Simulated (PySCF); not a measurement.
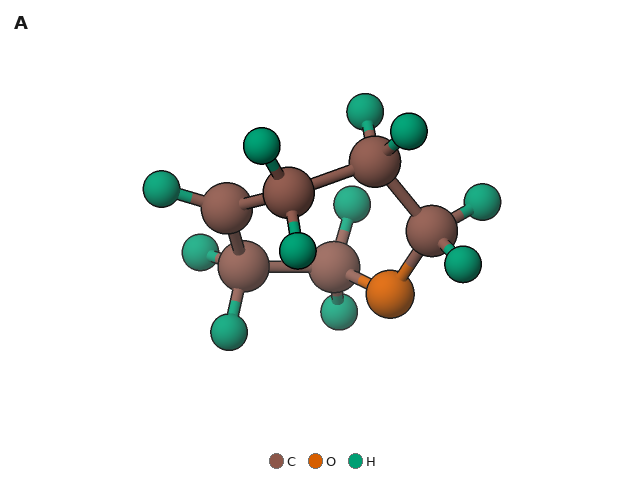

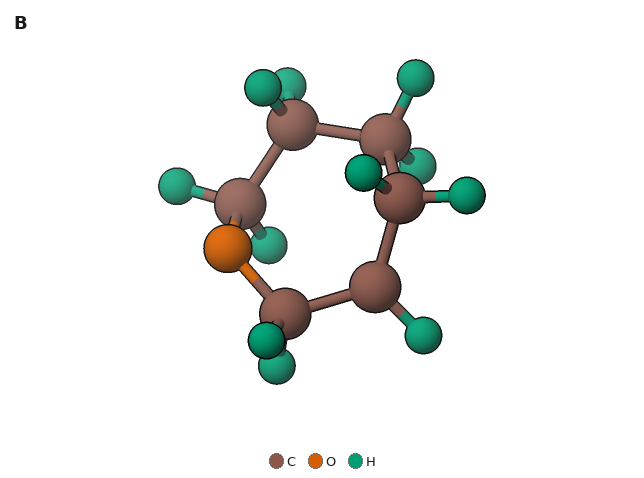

2 stationary structures of one formula. Charge 0, doublet. Geometries: PBE0-D3(BJ)/def2-SVP. Electronic energies: PBE0-D3(BJ)/def2-SVP (PySCF 2.14.0), without zero-point energy. No frequency run is at hand to confirm each as a minimum.

Rank them by energy, lowest first.

B is lowest; A lies 0.088 eV above it. A is `[CH]1CCCOCC1`, B is `[CH]1CCCCOC1`.
